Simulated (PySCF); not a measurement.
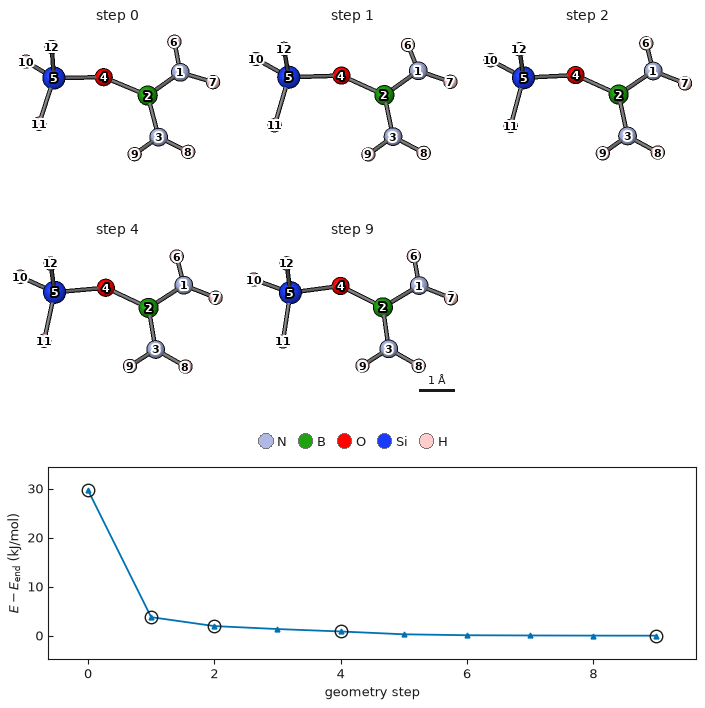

Frames of a relaxation of BSiN2H7O, marked on the history of the run. A ball-and-stick model, seen at a tilt.

The start comes from GFN2-xTB. Its atoms were then displaced at random by about 0.01 Å.

These are results of PBE0-D3(BJ)/def2-SVP geometry optimisation, gas phase (PySCF 2.14.0, density-fitted response routines), not measurements. 

**What happens along the run?**

H10 moves most after the best rigid fit: 0.28 Å. Largest moves by element: H 0.28 Å, O 0.24 Å, N 0.16 Å, B 0.08 Å, Si 0.05 Å. Near-neighbour distances that change, for instance: O4–Si5 1.566 → 1.650 Å, N3–H8 0.966 → 1.009 Å, Si5–H11 1.461 → 1.500 Å, Si5–H12 1.457 → 1.494 Å. Bond angles that change, for instance: B2–O4–Si5 150.5° → 136.5°, O4–Si5–H10 103.3° → 108.7°, H6–N1–H7 111.5° → 114.6°. After 9 geometry steps the energy has fallen by 29.7 kJ/mol. From step 0 to 1: H10 moves most (0.18 Å), energy −25.9 kJ/mol. From step 1 to 2: H6 moves most (0.11 Å), energy −1.82 kJ/mol. From step 2 to 4: H11 moves most (0.11 Å), energy −1.10 kJ/mol. From step 4 to 9: H11 moves most (0.12 Å), energy −0.86 kJ/mol.
